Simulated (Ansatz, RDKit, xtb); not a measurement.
**Isomers of B3N3H5OF, a sample narrowed down**

A sample of isomers of B3N3H5OF is drawn. Aim: find which of them has the lowest free energy at 298.15 K, then its properties. The sample is small against all isomers, and the most stable one of this formula need not be in it.

Plan: many cheap relaxations first (GFN2-xTB), then density-functional screening, relaxation at PBE0-D3(BJ)/def2-SVP, vibrations (at GFN2-xTB) and a final energy. The numbers are computed, not measured.

## Step 1: Drawing up candidates

Isomers were taken from a list of plausible structures; this is a sample, not all of them. That gives 3 candidates.

```csv
label,SMILES,spin
c212,ON1BNBNB1F,singlet
c437,ON1BNB(F)NB1,singlet
c865,OB1NBNB(F)N1,singlet
```

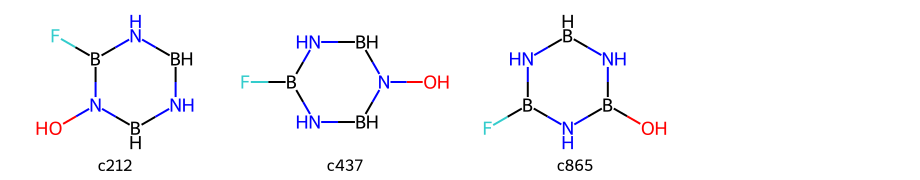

Structural formulas of the candidates.

Candidates are built by distance geometry, with a force field where one applies, in up to four conformers (letters a to d).

**Question.** With final energies at CCSD(T)/def2-SVP + MP2/def2-TZVPP - MP2/def2-SVP, which structure will this search put lowest in free energy, and by what margin?

| quantity | value |
| --- | --- |
| lowest structure found | OB1NBNB(F)N1, singlet |
| next finalist | ON1BNB(F)NB1, singlet, 83.2 kcal/mol higher in G |
| share at equilibrium, among the finalists | 100.0 % |

`OB1NBNB(F)N1` comes out lowest. The margin of 83.2 kcal/mol over the next finalist is beyond the usual error of the last level; it says nothing of structures that weren't ranked. GFN2-xTB, HF/STO-3G, r2SCAN-D4/def2-SVP, PBE0-D3(BJ)/def2-SVP, HF/def2-SVP and MP2/def2-SVP already put its bonding pattern lowest among the structures in one piece. Lowest found is not proven lowest: the search is finite, and each finalist counts with one conformer. Only 3 drawn patterns were tried, so whole families of isomers are missing, and the result ranks this sample alone. The lowest isomer need not be the one that is made and kept in a bottle, which depends on barriers.
